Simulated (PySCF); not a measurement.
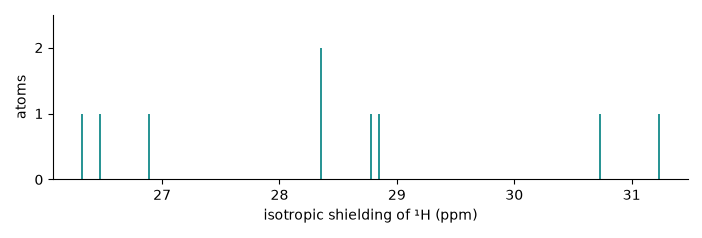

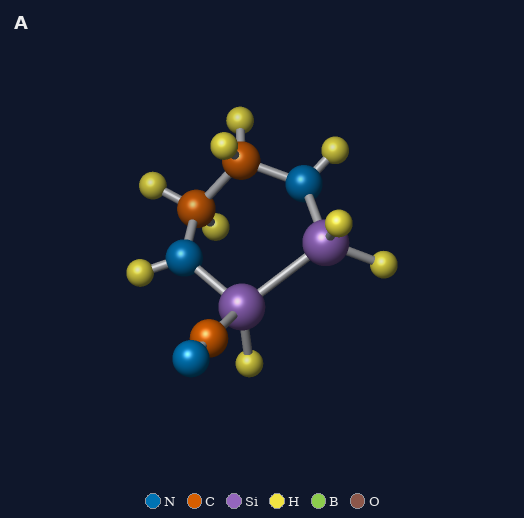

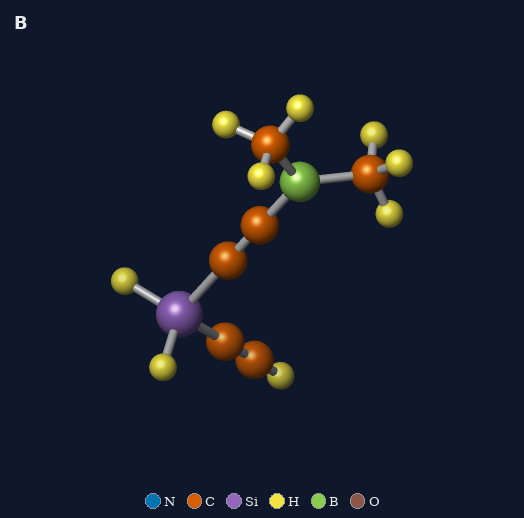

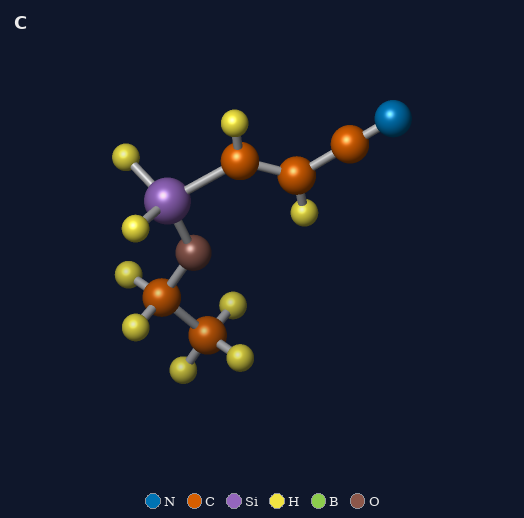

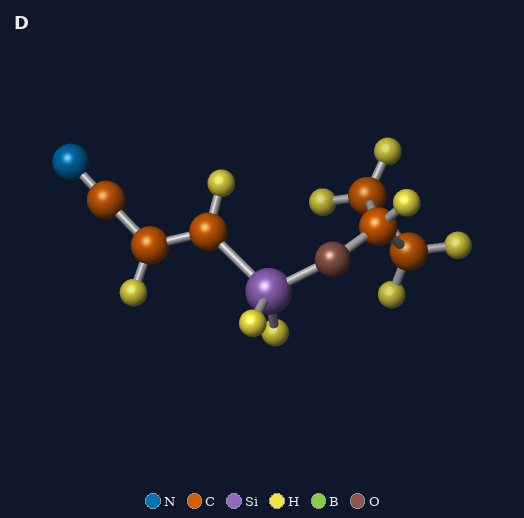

The sticks are computed shieldings of one of the molecules, for one fixed geometry (GFN2-xTB) without averaging over rotations. Low shielding means a high chemical shift. Method: GIAO PBE0/pcSseg-1 NMR shielding, non-relativistic, gas phase (PySCF 2.14.0).

Match the spectrum to a structure.

A, `N#C[Si@H]1NCCN[SiH2]1`. Its 9 H atoms give lines at 26.32, 26.47, 26.89, 28.35 (2 atoms), 28.78, 28.85, 30.73, 31.23 ppm.

The geometry is semi-empirical. Around B, Si such bond lengths and angles can be off by a tenth of an ångström or more and by several degrees, and values that hang on the shape move with them.
